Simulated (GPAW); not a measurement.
# How the form of the self-energy moves the gap of LiCl (Fm-3m)

How much does the gap of LiCl (Fm-3m) depend on the approximation to the self-energy?

Program: GPAW 26.7.0. Level of theory: LDA and many-body steps on it, plane waves. Results are calculated unless marked as measured.

### 1. Set-up

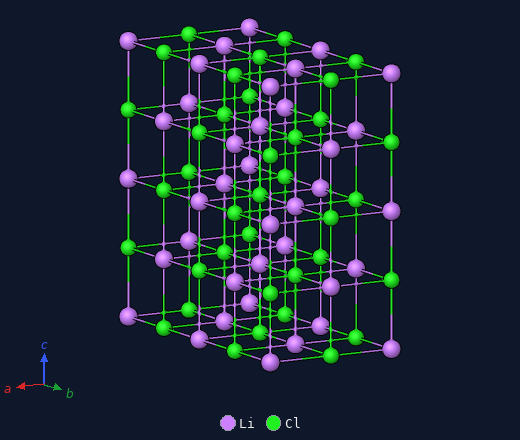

The cell as given, from a free direction (lithium purple, chlorine green). 1×2×2 cells are drawn. This picture shows the conventional cell, with its axes. Some periodic images of atoms are drawn too.

As a file:

```cif
data_structure
_symmetry_space_group_name_H-M 'P 1'
_symmetry_Int_Tables_number 1
_cell_length_a 3.6367
_cell_length_b 3.6367
_cell_length_c 3.6367
_cell_angle_alpha 60.000
_cell_angle_beta 60.000
_cell_angle_gamma 60.000
_cell_volume 34.01
loop_
_atom_site_label
_atom_site_type_symbol
_atom_site_fract_x
_atom_site_fract_y
_atom_site_fract_z
_atom_site_occupancy
Li1 Li 0.00000 0.00000 0.00000 1
Cl2 Cl 0.50000 0.50000 0.50000 1
```

The cell and positions come from the Crystallography Open Database and are kept as given unless a step says otherwise.

### 2. Empty states on the mesh, 6×6×6 mesh, 188 bands

This step: GPAW 26.7.0; DFT, LDA, plane waves, PAW.

The sums over transitions need many empty states on a uniform mesh; this step solves for them.

run.py

```python
import json
import numpy as np
from gpaw.mpi import world
from gpaw import GPAW

calc = GPAW('gs.gpw').fixed_density(kpts={'size': (6, 6, 6), 'gamma': True},
    parallel={'domain': 1, 'band': 1},
    txt='nscf.txt')
calc.diagonalize_full_hamiltonian(nbands=188)
calc.write('full.gpw', mode='all')
res = {}
kpts = calc.get_ibz_k_points()
res['kpts'] = kpts
res['eigenvalues'] = [calc.get_eigenvalues(kpt=k) for k in range(len(kpts))]
res['n_electrons'] = calc.get_number_of_electrons()

if world.rank == 0:
    with open('result.json', 'w') as f:
        json.dump(res, f, default=lambda x: x.tolist())
```

On the command line:

```bash
mpirun -n 4 gpaw python run.py
```

Numbers of over 12 decimals in the logs are rounded to 6 here.

The program printed:

```text
Diagonalizing LCAO Hamiltonian
Converting LCAO to pw mode
convergence criteria:
- Maximum integral of absolute [eigenst]ate change: 4e-08 eV^2 / valence electron
maximum number of iterations: 100

SCF iterations
|iter     |     time |      energy | eigst |  dens |
|iter:   1|  |             | +1.25 |       |
|iter:   2|  |             | -0.09 |       |
|iter:   3|  |             | -0.05 |       |
[...]
|iter:   9|  |             | -6.20 |       |
|iter:  10|  |             | -6.93 |       |
|iter:  11|  |             | -7.64c|       |
SCF steps: 11
  __  _  _
 | _ |_)|_||  |
 |__||  | ||/\| - 26.7.0

Input parameters:
  mode=PW(ecut=600.0),
  convergence={'density': 1e-06, 'bands': -3},
  gpts=array([21, 21, 21]),
  kpts=MonkhorstPack(size=(6, 6, 6), gamma=True),
  maxiter=100,
  nbands=11,
  occupations=Occupations(name='fermi-dirac', width=0.001, fixmagmom=False),
  parallel={'domain': 1, 'band': 1},
  xc=XC(name='LDA')
Matrix size: 1154x1154
# Writing to full.gpw (mode='all')
  [... matrices ...]

timing:  # [seconds]
  Total: 7.280  # ━━━━━━━━━━━━━━━━━━━━━━━━━━━━━━━━━━━━━━━━━━━━━━━━━━━━━━━━━━━
```

The job ended after 11 s (4 MPI ranks of Arm Neoverse V1, shared host; peak memory 1.1 GiB).

This step gave:

- gap: 5.941 eV
- k of the valence top: 0, 0, 0
- k of the conduction bottom: 0, 0, 0
- least direct gap: 5.941 eV
- k points computed: 16
- lowest point of the top converged band, above the valence top: 166.8684 eV

On this mesh the gap is 5.941 eV.

### 3. G0W0, Godby-Needs plasmon pole

G0W0 replaces the xc potential by the self-energy, built once from these orbitals. Only a window of levels is corrected, while the sums run over the empty bands that the input names.

This step: G0W0 with a vertex from the rALDA kernel on LDA, plane waves, PAW.

run.py

```python
import json
import numpy as np
from gpaw.mpi import world
from gpaw.response.g0w0 import G0W0

gw = G0W0('full.gpw',
    filename='gw',
    kpts=[0],
    bands=(2, 6),
    ecut=175,
    nbands=178,
    integrate_gamma='WS',
    ppa=True,
    xc='rALDA',
    fxc_mode=None,
    fxc_modes=['GWP', 'GWS', 'GWG'],
    do_GW_too=True)
gw.calculate()
res = {mode: {k: v for k, v in r.items() if k != 'sigma_eskwn'}
       for mode, r in gw.all_results.items()}

if world.rank == 0:
    with open('result.json', 'w') as f:
        json.dump(res, f, default=lambda x: x.tolist())
```

On the command line:

```bash
mpirun -n 4 gpaw python run.py
```

The program printed:

```text
Using integrator: PointIntegrator
FrequencyGridDescriptor(from 0.000+0.000j to 0.000+27.211j eV, 2 points)
Nonperiodic BCs:  [False False False]
Using integrator: PointIntegrator
FrequencyGridDescriptor(from 0.000+0.000j to 0.000+27.211j eV, 2 points)
Nonperiodic BCs:  [False False False]
  ___  _ _ _
 |   || | | |
 | | || | | |
 |__ ||_____|
 |___|

BZ k-points: Symmetries present (total): 48

  [... matrices ...]
216 k-points: 6 x 6 x 6 Monkhorst-Pack grid + [1/12,1/12,1/12]
16 k-points in the irreducible part of the Brillouin zone
       k-points in crystal coordinates                weights
   0:     0.00000000    0.00000000    0.00000000          1/216
   1:     0.16666667    0.16666667    0.00000000          6/216
   2:     0.16666667    0.16666667    0.16666667          8/216
   3:     0.33333333    0.16666667    0.16666667         12/216
   4:     0.33333333    0.33333333   -0.33333333         12/216
   5:     0.33333333    0.33333333    0.00000000          6/216
   6:     0.33333333    0.33333333    0.16666667         24/216
   7:     0.33333333    0.33333333    0.33333333          8/216
   8:     0.50000000    0.33333333   -0.33333333         24/216
   9:     0.50000000    0.33333333   -0.16666667         12/216
          ...
  15:     0.50000000    0.50000000    0.50000000          4/216

Distributing spins, k-points and bands (1 x 1 x 4) over 4 processes
Number of blocks: 1

Quasi particle states:
k-points (IBZ indices): [0]
Band range: (2, 6)
  [... matrices ...]
Computational parameters:
Plane wave cut-off: 175 eV
Number of bands: 178
Coulomb cutoff: None
Broadening: 0.1 eV

fxc modes: GW, GWG, GWP, GWS
Kernel: rALDA
Using Godby-Needs plasmon-pole approximation:
  Fitting energy: i*E0, E0 = 1.000 Hartree
Summing all q:

Calculating screened Coulomb potential
No Coulomb truncation
FrequencyGridDescriptor(from 0.000+0.000j to 0.000+27.211j eV, 2 points)
Removing empty qpoint cache files...

Calculating chi0 body with:
    Ground state adapter containing:
    Number of spins: 1
    Number of kpoints: 216
    Number of irreducible kpoints: 16
    Number of completely occupied states: 4
    Number of partially occupied states: 4
    Occupied states memory: 0.565247 M / cpu

    Linear response parametrization:
    q_c: [1.3877787807814457e-17, 1.3877787807814457e-17, 1.3877787807814457e-17]
    Number of frequency points: 2
    Planewave cutoff: 175.0
    Number of bands: 178
    Number of planewaves: 169
    Broadening (eta): 1e-06
    comm.size: 4
    kncomm.size: 4
    blockcomm.size: 1

    Memory estimate of potentially large arrays:
        chi0_wGG: 0.871613 M / cpu
Integrating chi0 body.

Symmetries of q_c:
    Direct symmetries (Uq -> q): 48
    Indirect symmetries (TUq -> q): 0
In total 48 allowed symmetries.

  [... matrices ...]
16 groups of equivalent kpoints. 92.592593% reduction.

Integral kind: response function
Integrating chi0 head and wings.

Symmetries of q_c:
    Direct symmetries (Uq -> q): 48
    Indirect symmetries (TUq -> q): 0
In total 48 allowed symmetries.

  [... matrices ...]
16 groups of equivalent kpoints. 92.592593% reduction.

Integral kind: response function wings
Calculating rALDA kernel at 175.0 eV cutoff
q point 0 complete
q point 1 complete
q point 2 complete
q point 3 complete
q point 4 complete
q point 5 complete
q point 6 complete
q point 7 complete
q point 8 complete
q point 9 complete
q point 10 complete
[... the further q-points ...]

Results:
f:      Occupation numbers
eps:     KS-eigenvalues [eV]
vxc:     KS vxc [eV]
exx:     Exact exchange [eV]
sigma:   Self-energies [eV]
dsigma:  Self-energy derivatives
Z:       Renormalization factors
qp:      QP-energies [eV]

k-point 0 (0): (0.000, 0.000, 0.000)                GWP
band       f     eps     vxc     exx   sigma  dsigma       Z      qp
                                                                  GWP
   2   1.000   0.480 -17.216 -21.225   1.995  -0.262   0.793  -1.116
   3   1.000   0.480 -17.216 -21.225   1.995  -0.262   0.793  -1.116
   4   0.000   6.421 -11.221  -6.404  -3.719  -0.195   0.837   7.340
   5   0.000  12.096 -10.099  -4.495  -4.091  -0.193   0.838  13.365
                                                                  GWS
   2   1.000   0.480 -17.216 -21.225   2.347  -0.221   0.819  -0.881
   3   1.000   0.480 -17.216 -21.225   2.347  -0.221   0.819  -0.881
[...]
GWG
[...]
GW
[...]
3   1.000   0.480 -17.216 -21.225   1.951  -0.243   0.804  -1.175
   4   0.000   6.421 -11.221  -6.404  -3.528  -0.181   0.846   7.512
   5   0.000  12.096 -10.099  -4.495  -3.881  -0.194   0.837  13.539
```

It took 5.8 min on 4 MPI ranks; peak memory 2.5 GiB.

This step gave:

```yaml
gap_with_the_vertex_in_the_polarisability: 8.456 eV
gap_with_the_vertex_in_the_self_energy: 8.918 eV
gap_with_the_vertex_in_both: 8.704 eV
g0w0_gap_on_the_points_computed: 8.687 eV
least_direct_g0w0_gap_on_the_computed_points: 8.687 eV
z_at_the_valence_top: 0.8044
z_at_the_conduction_bottom: 0.8465
starting_gap_on_the_mesh: 5.941 eV
k_of_the_valence_top: 0, 0, 0
k_of_the_conduction_bottom: 0, 0, 0
```

The gap on the mesh goes from 5.94 eV to 8.69 eV, a correction of +2.75 eV.

### 4. G0W0 with rALDA vertex

run.py, as its differences from that of step 3:

```diff
@@ -9,4 +9,4 @@
     bands=(2, 6),
-    ecut=175,
-    nbands=178,
+    ecut=105,
+    nbands=83,
     integrate_gamma='WS',
@@ -14,5 +14,3 @@
     xc='rALDA',
-    fxc_mode=None,
-    fxc_modes=['GWP', 'GWS', 'GWG'],
-    do_GW_too=True)
+    fxc_mode='GWG')
 gw.calculate()
```

On the command line:

```bash
mpirun -n 4 gpaw python run.py
```

The program printed:

```text
Using integrator: PointIntegrator
FrequencyGridDescriptor(from 0.000+0.000j to 0.000+27.211j eV, 2 points)
Nonperiodic BCs:  [False False False]
Using integrator: PointIntegrator
FrequencyGridDescriptor(from 0.000+0.000j to 0.000+27.211j eV, 2 points)
Nonperiodic BCs:  [False False False]
  ___  _ _ _
 |   || | | |
 | | || | | |
 |__ ||_____|
 |___|

BZ k-points: Symmetries present (total): 48

  [... matrices ...]
216 k-points: 6 x 6 x 6 Monkhorst-Pack grid + [1/12,1/12,1/12]
16 k-points in the irreducible part of the Brillouin zone
       k-points in crystal coordinates                weights
   0:     0.00000000    0.00000000    0.00000000          1/216
   1:     0.16666667    0.16666667    0.00000000          6/216
   2:     0.16666667    0.16666667    0.16666667          8/216
[...]
9:     0.50000000    0.33333333   -0.16666667         12/216
          ...
  15:     0.50000000    0.50000000    0.50000000          4/216

Distributing spins, k-points and bands (1 x 1 x 4) over 4 processes
Number of blocks: 1

Quasi particle states:
k-points (IBZ indices): [0]
Band range: (2, 6)
  [... matrices ...]
Computational parameters:
Plane wave cut-off: 105 eV
Number of bands: 83
Coulomb cutoff: None
Broadening: 0.1 eV

fxc modes: GWG
Kernel: rALDA
Using Godby-Needs plasmon-pole approximation:
  Fitting energy: i*E0, E0 = 1.000 Hartree
Summing all q:

Calculating screened Coulomb potential
No Coulomb truncation
FrequencyGridDescriptor(from 0.000+0.000j to 0.000+27.211j eV, 2 points)
Removing empty qpoint cache files...

Calculating chi0 body with:
    Ground state adapter containing:
    Number of spins: 1
    Number of kpoints: 216
    Number of irreducible kpoints: 16
    Number of completely occupied states: 4
    Number of partially occupied states: 4
    Occupied states memory: 0.565247 M / cpu

    Linear response parametrization:
    q_c: [1.3877787807814457e-17, 1.3877787807814457e-17, 1.3877787807814457e-17]
    Number of frequency points: 2
    Planewave cutoff: 105.0
    Number of bands: 83
    Number of planewaves: 65
    Broadening (eta): 1e-06
    comm.size: 4
    kncomm.size: 4
    blockcomm.size: 1

    Memory estimate of potentially large arrays:
        chi0_wGG: 0.128937 M / cpu
Integrating chi0 body.

Symmetries of q_c:
    Direct symmetries (Uq -> q): 48
    Indirect symmetries (TUq -> q): 0
In total 48 allowed symmetries.

  [... matrices ...]
16 groups of equivalent kpoints. 92.592593% reduction.

Integral kind: response function
Integrating chi0 head and wings.

Symmetries of q_c:
    Direct symmetries (Uq -> q): 48
    Indirect symmetries (TUq -> q): 0
In total 48 allowed symmetries.

  [... matrices ...]
16 groups of equivalent kpoints. 92.592593% reduction.

Integral kind: response function wings
Calculating rALDA kernel at 105.0 eV cutoff
q point 0 complete
q point 1 complete
q point 2 complete
[...]
q point 9 complete
q point 10 complete
[... the further q-points ...]

Results:
f:      Occupation numbers
eps:     KS-eigenvalues [eV]
vxc:     KS vxc [eV]
exx:     Exact exchange [eV]
sigma:   Self-energies [eV]
dsigma:  Self-energy derivatives
Z:       Renormalization factors
qp:      QP-energies [eV]

k-point 0 (0): (0.000, 0.000, 0.000)                GWG
band       f     eps     vxc     exx   sigma  dsigma       Z      qp
                                                                  GWG
   2   1.000   0.480 -17.216 -21.225   2.534  -0.233   0.811  -0.716
   3   1.000   0.480 -17.216 -21.225   2.534  -0.233   0.811  -0.716
   4   0.000   6.421 -11.221  -6.404  -3.024  -0.167   0.857   7.958
   5   0.000  12.096 -10.099  -4.495  -3.328  -0.177   0.849  14.030
```

It took 93 s on 4 MPI ranks; peak memory 1.5 GiB.

Numbers from this step:

* quasiparticle gap on the points computed: 8.674 eV
* least direct quasiparticle gap on the computed points: 8.674 eV
* Z at the valence top: 0.8112
* Z at the conduction bottom: 0.8569
* starting gap on the mesh: 5.941 eV
* k of the valence top: 0, 0, 0
* k of the conduction bottom: 0, 0, 0

Against G0W0 in GPAW (6×6×6 mesh, 178 bands, screening to 175 eV, Godby-Needs plasmon pole), the gap moves by −0.013 eV.

### 5. Side by side

Times are wall times on 4 MPI ranks of Arm Neoverse V1, shared host, good to a factor of about two.

| run | mesh | bands | screening cutoff (eV) | DFT gap (eV) | gap on the mesh (eV) | direct (eV) | time |
| --- | --- | --- | --- | --- | --- | --- | --- |
| G0W0, Godby-Needs plasmon pole | 6×6×6 | 178 | 175 | 5.941 | 8.687 | 8.687 | 5.8 min |
| G0W0 with rALDA vertex | 6×6×6 | 83 | 105 | 5.941 | 8.674 | 8.674 | 93 s |

### 6. Summary of results

| Item | Value |
| --- | --- |
| G0W0, Godby-Needs plasmon pole | 8.687 eV |
| G0W0 with rALDA vertex | 8.674 eV |
| known limits | not at the basis limit |

G0W0 with rALDA vertex: −0.013 eV against G0W0, Godby-Needs plasmon pole, at other bands or cutoff, so not like for like. With the rALDA kernel as a vertex the gap is 8.46 eV (in the polarisability), 8.92 eV (in the self-energy) and 8.70 eV (in both), against 8.69 eV without. Bands and cutoff are finite, so the gap is not at the basis limit. The miss can reach some tenths of an eV and take either sign; the mesh is an error of its own. These stock PAW sets were not made for GW. In the G0W0 runs levels were corrected at 1 k point alone, so a gap called «on the mesh» is the least over those, and an edge elsewhere would be missed.

[Paths, hosts, dates, memory and timing lines, banners, echoed tables and standing remarks are left out of the program output.]

[Logs are printed without paths, hosts, clocks, repeated set-up lines and the standing remarks that a program may print on its own settings, such as how far it seeks lower states.]

[Runs of the session that timed out or met a known fault of the program may be left out.]

[Hosts, paths, dates, database ids (printed as entryN), source tags and the programs' standing remarks are cut or masked in the printed files.]
